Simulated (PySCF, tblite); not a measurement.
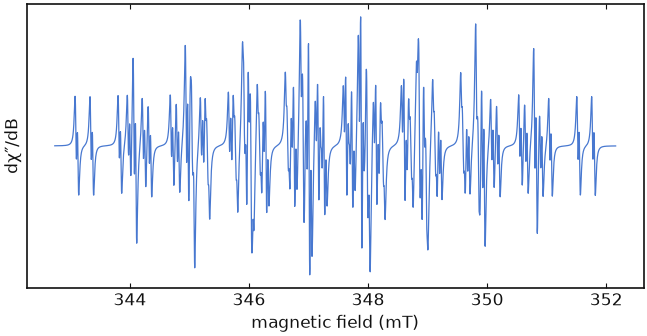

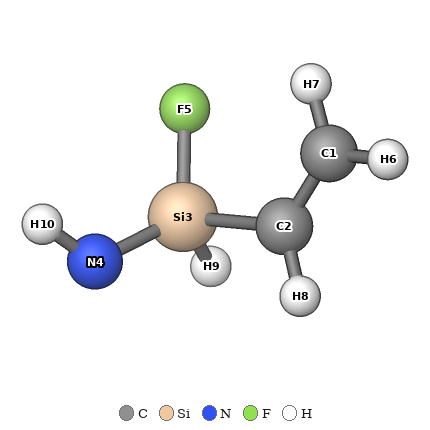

First-order isotropic EPR spectrum (fast tumbling, first derivative) of C₂H₅FNSi, SMILES C=C[Si@@H]([NH])F, doublet at 9.75 GHz, Lorentzian lines of 0.04 mT full width at half height, from computed g and hyperfine couplings (B3LYP/pcH-1, PySCF, at a GFN2-xTB geometry (a minimum by its frequencies), gas phase); values of one conformer, averaged over methyl-type rotors alone; other conformers aren't averaged in; no vibrational averaging; dilute isotopes left out. The SMILES is one Lewis form and needn't show where the spin sits.

Which couplings does the calculation give? The spectrum shows the sizes of those above the line width, not their signs.

Answer.
| nuclei | isotope | a (mT) | a (MHz) |
| --- | --- | --- | --- |
| H9 | ¹H | 2.95 | 82.7 |
| H10 | ¹H | −1.93 | −54.2 |
| N4 | ¹⁴N | 0.97 | 27.4 |
| F5 | ¹⁹F | −0.87 | −24.5 |
| H6 | ¹H | 0.72 | 20.3 |
| H7 | ¹H | 0.25 | 7.0 |
| H8 | ¹H | 0.04 | 1.1 |

What is the g value, and how wide is the spectrum?

Answer. g_iso = 2.0049, which centres the spectrum at 347.4 mT; it spans 8.7 mT.

Caveats: the tight-binding geometry is rougher than a DFT one and adds to the error.
